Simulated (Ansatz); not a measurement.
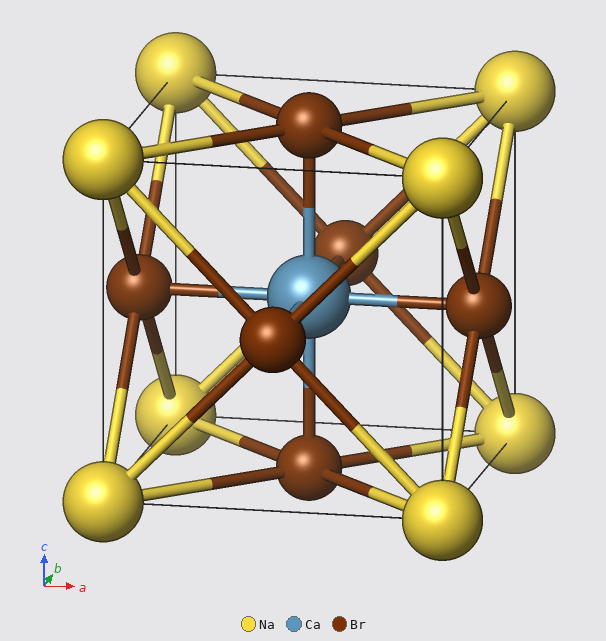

The figure gives a ball-and-stick picture of the atoms, viewed slightly off an axis. The conventional unit cell is drawn as a box.

NaCaBr₃, space group P4/mmm (No. 123), a = 5.557 Å, b = 5.557 Å, c = 5.669 Å, α = 90.00°, β = 90.00°, γ = 90.00°. Starting structure: a structure type filled with these elements by a generator (whether the compound takes this form wasn't checked). The cell was then strained or its atoms displaced on purpose. Ansatz was used for an electronic-structure calculation on it.

This one geometry was computed with Ansatz (DFT, plane waves, PAW) at three levels of theory: r2SCAN, PBE and HSE06. It was relaxed with r2SCAN and then strained.

Question: How does the band gap change with the level of theory?

Answer: PBE: a gap of 3.06 eV, indirect; r2SCAN: a gap of 3.77 eV, indirect; HSE06: a gap of 4.17 eV, indirect.

Question: Collect the results in a table.

Answer:
| level | cutoff (eV) | k-mesh of the run's cell | gap (eV) | pressure (GPa) |
| --- | --- | --- | --- | --- |
| r2SCAN | 500 | 4×4×4 | 3.77 | 0.6 |
| PBE | 420 | 4×4×4 | 3.06 | 1.0 |
| HSE06 | 420 | 4×4×4 | 4.17 | 0.8 |

Gaps are taken on the k-mesh or band path of each run.
